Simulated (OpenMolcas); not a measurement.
# Mo⁵⁺ among point charges: CASSCF and CASPT2 levels and susceptibility

How does a field of 6 point charges split the states of Mo⁵⁺, and what χT follows?

Method: state-averaged CASSCF and CASPT2, spin-orbit coupling by RASSI with atomic mean-field integrals. Code: OpenMolcas 26.06.

### Step 1. The atom as given

| Quantity | Value |
| --- | --- |
| Species | Mo⁵⁺ (molybdenum, Z = 42, 37 electrons) |
| Basis | ANO-RCC-VTZP [7s6p4d2f1g], 68 functions |
| Scalar Hamiltonian | DKH2, point nucleus |
| Inactive shells | 1s 2s 2p 3s 3p 3d 4s 4p |
| Active space | 1 electron in 5 orbitals (4d) |
| Some configurations of this space | 4d |
| Orbitals | optimised for each spin and parity, averaged over all roots |

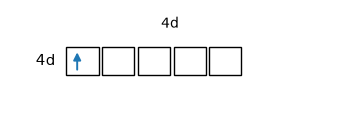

Occupation of the outer shells (arrows by Hund's rule).

The ion sits among 6 point charges of -1.7 e arranged as a trigonal antiprism (D3d), 1.78 Å from the ion, with a polar angle of 48.2° against the regular 54.74°.

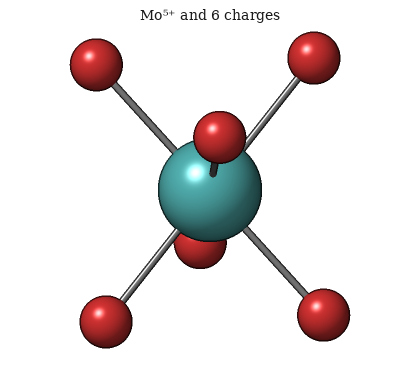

The ion and the point charges (red).

Each step is its own input file, run in one work folder so that later steps find the files of earlier ones. Labels, J, g values, rates, χT and fits are worked out afterwards by a script from the matrices that RASSI stores. The input lists half of the charges; inversion (Group=XYZ) makes the rest.

### Step 2. One- and two-electron integrals

File a.inp:

```
&GATEWAY
Coord
1

Mo 0.0 0.0 0.0
Basis=ANO-RCC-VTZP
Group=XYZ
NoMove
AngMom=0.0 0.0 0.0
AMFI
XField
3 Angstrom 0
0.000000 1.326271 1.187184 -1.700000
1.148584 -0.663135 1.187184 -1.700000
1.148584 0.663135 -1.187184 -1.700000
&SEWARD
```

The run is started by

```bash
$ OMP_NUM_THREADS=1 MOLCAS_MEM=1689 MOLCAS_PROJECT=a pymolcas a.inp > a.log
```

The program printed:

```text
Basis set label: MO.ANO-RCC...7S6P4D2F1G.

      Electronic valence basis set:
      ------------------
      Associated Effective Charge  42.000000 au
      Associated Actual Charge     42.000000 au
      Nuclear Model: Point charge

      Shell  nPrim  nBasis  Cartesian Spherical Contaminant
         s      21       7        X
         p      18       6        X
         d      13       4                 X
         f       6       2                 X
         g       4       1                 X
                  Relativistic Douglas-Kroll-Hess integrals:
                    - DKH order of Hamiltonian: 2
                    - DKH order of Properties : 0
                  Atomic mean-field integrals
```

### Step 3. Reference wave functions, doublets of even parity, 5 roots

File a.inp:

```
&RASSCF
FileOrb=start.orb
Symmetry=1
Spin=2
nActEl=1 0 0
Inactive=9 9
Ras2=5 0
CIRoot=5 5 1
SDav=5
CIMx=300
Iter=120 100
PrWF=0.3
OrbListing=Nothing
MaxOrb=0
>>> COPY $Project.JobIph JOB001
```

start.orb holds the contracted functions of the basis, ordered by shell, or the orbitals of the step before.

The program printed:

```text
Wave function specifications:
      -----------------------------

      Number of closed shell electrons          36
      Number of electrons in active shells       1
      Max number of holes in RAS1 space          0
      Max nr of electrons in RAS3 space          0
      Number of inactive orbitals               18
      Number of active orbitals                  5
      Number of secondary orbitals              45
      Spin quantum number                      0.5
      State symmetry                             1
Orbital specifications:
      -----------------------

      Symmetry species                           1   2
                                                ag  au
      Frozen orbitals                            0   0
      Inactive orbitals                          9   9
      Active orbitals                            5   0
      RAS1 orbitals                              0   0
      RAS2 orbitals                              5   0
      RAS3 orbitals                              0   0
      Secondary orbitals                        22  23
      Deleted orbitals                           0   0
      Number of basis functions                 36  32
      Number of CSFs                             5
      Number of root(s) required                 5
      Iter CI   SX   CI       RASSCF       Energy    max ROT     max BLB   max BLB  Level Ln srch  Step   QN
          iter iter root      energy       change     param      element    value   shift minimum  type update
 Nr of preliminary CI iterations:   1
      Total energies have been shifted. Add                -4000.00 au
        1   1   11    0   -55.45300661    0.00E+00   2.36E-01*   9  15 2 -4.78E-01*  0.50   0.00    SX    NO
        2   1   11    0   -55.70359647   -2.51E-01*  7.22E-02    9  18 2 -6.31E-02*  0.54   0.00    SX    NO
        3   1   10    0   -55.71657384   -1.30E-02*  2.13E-02    9  12 2  1.64E-02*  0.55   0.00    SX    NO
        4   1   10    0   -55.71738871   -8.15E-04*  5.62E-03    8  17 2 -3.89E-03*  0.56   0.00    SX    NO
        5   1    9    0   -55.71744951   -6.08E-05* -3.30E-03    9  12 2  1.05E-03*  0.56   1.39    QN   YES
        6   1    7    0   -55.71745551   -6.00E-06*  8.00E-04    8  14 2  9.81E-05   0.56   1.03    QN   YES
        7   1    7    0   -55.71745562   -1.12E-07*  4.72E-04    8  17 2  4.73E-05   0.56   1.59    LS   YES
        8   1    7    0   -55.71745564   -1.79E-08* -1.27E-04    9  17 1  7.89E-05   0.56   1.00    QN   YES
        9   1    6    0   -55.71745565   -8.21E-09  -3.53E-05    8  14 2 -9.88E-06   0.56   1.11    QN   YES
      Convergence after  9 iterations
       10   1    6    0   -55.71745565   -3.38E-10  -3.53E-05    9  18 2 -2.55E-06   0.56   1.11    QN   YES
      Natural orbitals and occupation numbers for root  1
      sym 1:   1.000000   0.000000  -0.000000   0.000000  -0.000000
      Natural orbitals and occupation numbers for root  2
      sym 1:  -0.000000  -0.000000   0.000000  -0.000000   1.000000
      Natural orbitals and occupation numbers for root  3
      sym 1:   0.000000  -0.000000   1.000000   0.000000   0.000000
::    RASSCF root number  1 Total energy:  -4055.76010155
::    RASSCF root number  2 Total energy:  -4055.76010153
::    RASSCF root number  3 Total energy:  -4055.71930046
::    RASSCF root number  4 Total energy:  -4055.67388740
::    RASSCF root number  5 Total energy:  -4055.67388731
```

### Step 4. State interaction with spin-orbit coupling

File a.inp:

```
&RASSI
NrOfJobIphs=1 5
1 2 3 4 5
IphNames
JOB001
EJob
SpinOrbit
DIPRint=1.0
SOCoupling=1000.0
Subsets=2
Property=9
'ANGMOM' 1 'ANGMOM' 2 'ANGMOM' 3 'MLTPL  1' 1 'MLTPL  1' 2 'MLTPL  1' 3
'AMFI' 1 'AMFI' 2 'AMFI' 3
SOProperty=3
'ANGMOM' 1 'ANGMOM' 2 'ANGMOM' 3
```

The program printed:

```text
SPIN-FREE ENERGIES:
  (Shifted by EMIN (a.u.) =      -4055.7601015472)

 SF State       Relative EMIN(au)   Rel lowest level(eV)    D:o, cm**(-1)      L_eff

     1             0.0000000000        0.0000000000              0.0000         2.0
     2             0.0000000173        0.0000004696              0.0038         2.0
     3             0.0408010824        1.1102540114           8954.8025         2.0
     4             0.0862141498        2.3460065289          18921.8187         2.0
     5             0.0862142418        2.3460090346          18921.8389         2.0
     Dipole printing threshold changed to   1.00000000E+00
Eigenvalues of complex Hamiltonian:
   -----------------------------------
  (Shifted by EMIN (a.u.) =      -4055.7601015472)

 SO State       Relative EMIN(au)   Rel lowest level(eV)    D:o, cm**(-1)     J-value

     1            -0.0038288193        0.0000000000              0.0000         1.2
     2            -0.0038288193        0.0000000000              0.0000         1.2
     3             0.0034221086        0.1973078009           1591.3947         1.2
     4             0.0034221086        0.1973078009           1591.3947         1.2
     5             0.0402938919        1.2006401373           9683.8158         2.0
     6             0.0402938919        1.2006401373           9683.8158         2.0
     7             0.0852836744        2.4248744860          19557.9317         1.9
     8             0.0852836744        2.4248744860          19557.9317         1.9
     9             0.0880586356        2.5003850264          20166.9653         1.9
    10             0.0880586356        2.5003850264          20166.9653         1.9
Weights of the five most important spin-orbit-free states for each spin-orbit state.

 SO State  Total energy (au)           Spin-free states, spin, and weights
 -------------------------------------------------------------------------------------------------------
    1        -0.003829       1 0.5  0.4986    2 0.5  0.4986    4 0.5  0.0014    5 0.5  0.0014    3 0.5  0.0000
    2        -0.003829       1 0.5  0.4986    2 0.5  0.4986    4 0.5  0.0014    5 0.5  0.0014    3 0.5  0.0000
    3         0.003422       2 0.5  0.4984    1 0.5  0.4984    3 0.5  0.0024    5 0.5  0.0004    4 0.5  0.0004
    4         0.003422       2 0.5  0.4984    1 0.5  0.4984    3 0.5  0.0024    5 0.5  0.0004    4 0.5  0.0004
    5         0.040294       3 0.5  0.9844    4 0.5  0.0065    5 0.5  0.0065    1 0.5  0.0013    2 0.5  0.0013
    6         0.040294       3 0.5  0.9844    4 0.5  0.0065    5 0.5  0.0065    1 0.5  0.0013    2 0.5  0.0013
    7         0.085284       4 0.5  0.4931    5 0.5  0.4931    3 0.5  0.0132    1 0.5  0.0003    2 0.5  0.0003
    8         0.085284       4 0.5  0.4931    5 0.5  0.4931    3 0.5  0.0132    1 0.5  0.0003    2 0.5  0.0003
    9         0.088059       5 0.5  0.4986    4 0.5  0.4985    2 0.5  0.0014    1 0.5  0.0014    3 0.5  0.0000
   10         0.088059       5 0.5  0.4986    4 0.5  0.4985    2 0.5  0.0014    1 0.5  0.0014    3 0.5  0.0000
 -------------------------------------------------------------------------------------------------------
```

These steps took 1.7 s in all on 1 thread, shared host.

Spin-free states, with their symmetry labels:

| state | degeneracy | E (cm-1) | free-ion L (%) |
| --- | --- | --- | --- |
| 2E | 2 | 0 | D (100) |
| 2A1 | 1 | 8955 | D (100) |
| 2E | 2 | 18922 | D (100) |

With spin-orbit coupling:

| E (cm-1) | Degeneracy | Label | 2S+1 | g |
| --- | --- | --- | --- | --- |
| 0.0 | 2 | E3/2 | 2 | 0.00 0.00 1.45 |
| 1591 | 2 | E1/2 | 2 | 0.08 0.08 5.23 |
| 9684 | 2 | E1/2 | 2 | 1.54 1.54 1.93 |
| 19558 | 2 | E1/2 | 2 | 0.55 0.55 0.70 |
| 20167 | 2 | E3/2 | 2 | 0.00 0.00 3.44 |

Principal g values are given for doublets only; a zero marks a field direction without first-order Zeeman splitting.

Powder χT (cm³ K/mol): 0.07 at 2 K, 0.07 at 5 K, 0.07 at 10 K, 0.07 at 20 K, 0.08 at 50 K, 0.09 at 100 K, 0.10 at 150 K, 0.11 at 200 K, 0.12 at 250 K, 0.13 at 300 K.

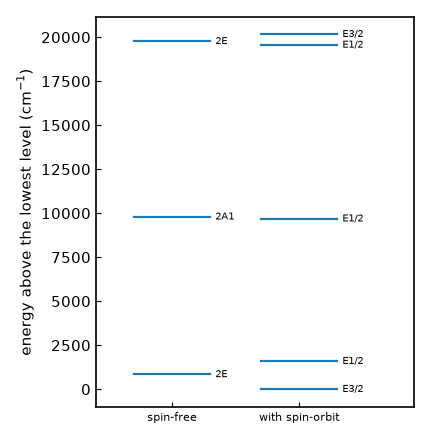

The states in the field without (left) and with (right) spin-orbit coupling.

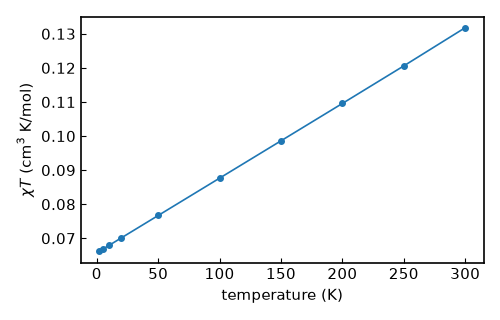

χT against temperature.

### Step 5. CASPT2: IPEA 0.25, imaginary shift 0.1 (closed shells correlated: 4s 4p)

File a.inp:

```
>>> COPY JOB001 $Project.JobIph
&CASPT2
Multistate=5 1 2 3 4 5
NoMult
Frozen=8 6
IPEA=0.25
Imaginary=0.1
MaxIter=60
WThr=0.0 0.3 0.05
PrWF=0.5
NoMix
```

The program printed:

```text
Orbital specifications:
      -----------------------

      Symmetry species                           1   2
                                                ag  au
      Frozen orbitals                            8   6
      Inactive orbitals                          1   3
      Active orbitals                            5   0
      Secondary orbitals                        22  23
      Deleted orbitals                           0   0
      Number of basis functions                 36  32
Type of calculation                        SS-CASPT2
      Fock operator                              state-specific
      IPEA shift                                 0.25
      Real shift                                 0.00
      Imaginary shift                            0.10
      The input orbitals will be transformed to quasi-canonical
Reference energy:       -4055.7601015472
      E2 (Non-variational):      -0.2366637232
      Shift correction:          -0.0000821046
      E2 (Variational):          -0.2367458279
      Total energy:           -4055.9968473751
      Residual norm:              0.0000002483
      Reference weight:           0.96020
      Contributions to the CASPT2 correlation energy
      Active & Virtual Only:          0.0000000000
      One Inactive Excited:          -0.0516306873
      Two Inactive Excited:          -0.1850330360
Reference energy:       -4055.7601015300
      E2 (Non-variational):      -0.2370600530
      Shift correction:          -0.0000827849
      E2 (Variational):          -0.2371428378
      Total energy:           -4055.9972443678
      Residual norm:              0.0000002498
      Reference weight:           0.96003
      Contributions to the CASPT2 correlation energy
      Active & Virtual Only:          0.0000000000
      One Inactive Excited:          -0.0520285465
      Two Inactive Excited:          -0.1850315065
::    CASPT2 Root  1     Total energy:  -4055.99684738
::    CASPT2 Root  2     Total energy:  -4055.99724437
::    CASPT2 Root  3     Total energy:  -4055.95618212
::    CASPT2 Root  4     Total energy:  -4055.91272789
::    CASPT2 Root  5     Total energy:  -4055.91230415
```

This run took 0.72 s in all on 1 thread, shared host.

SS-CASPT2: lowest energy less the reference's lowest, -0.2369 hartree; reference weights 0.960.

States without spin-orbit coupling:

| state | degeneracy | E (cm-1) | free-ion L (%) |
| --- | --- | --- | --- |
| 2E | 2 | 0 | D (100) |
| 2A1 | 1 | 8969 | D (100) |
| 2E | 2 | 18552 | D (100) |

With spin-orbit coupling:

| E (cm-1) | Degeneracy | Label | 2S+1 | g |
| --- | --- | --- | --- | --- |
| 0 | 2 | E3/2 | 2 | 0.00 0.00 1.45 |
| 1590 | 2 | E1/2 | 2 | 0.08 0.08 5.23 |
| 9690 | 2 | E1/2 | 2 | 1.51 1.51 1.92 |
| 19190 | 2 | E1/2 | 2 | 0.57 0.57 0.70 |
| 19800 | 2 | E3/2 | 2 | 0.00 0.00 3.44 |

Powder χT (cm³ K/mol): 0.07 at 2 K, 0.07 at 5 K, 0.07 at 10 K, 0.07 at 20 K, 0.08 at 50 K, 0.09 at 100 K, 0.10 at 150 K, 0.11 at 200 K, 0.12 at 250 K, 0.13 at 300 K.

### Step 6. The methods side by side

A. CASSCF
B. SS-CASPT2, IPEA 0.25, imaginary shift 0.1 (closed shells correlated: 4s 4p)

| method | ground state | first state of that spin (cm-1) | first gap with spin-orbit (cm-1) | χT at 300 K |
| --- | --- | --- | --- | --- |
| A | 2E | 2A1 8955 | 1591.4 | 0.13 |
| B | 2E | 2A1 8969 | 1592.2 | 0.13 |

### Step 7. Results

| quantity | value |
| --- | --- |
| method | SS-CASPT2, IPEA 0.25, imaginary shift 0.1 (closed shells correlated: 4s 4p) |
| spin-free ground state | 2E, 2-fold in its orbital part |
| first state of the same spin within the active space | 2A1 at 8970 cm⁻¹ |
| lowest level | 2-fold E3/2, g = 0.00, 0.00, 1.45 |
| next level | 1592.2 cm⁻¹ |
| χT at 300 K | 0.13 cm³ K/mol |
| effective moment at 300 K | 1.03 μB |

Cost by method:

| method | time of its own steps | time with the reference |
| --- | --- | --- |
| A. CASSCF | 1.7 s | 1.7 s |
| B. SS-CASPT2, IPEA 0.25, imaginary shift 0.1, +4s 4p | 0.72 s | 2.4 s |

Times are of one thread on a shared host.

The spin-free ground state (2E) comes to 100 % from free-ion D terms and keeps the highest spin of the shell. χT at 300 K is 0.13, against 0.38 cm³ K/mol for the spin alone, so orbital moment lowers it. CASPT2 does not keep the components of a term degenerate, and the means are used. The field of point charges can differ much from that of real complexes. Point charges carry no covalency, so the field is a model and not that of real ligands.
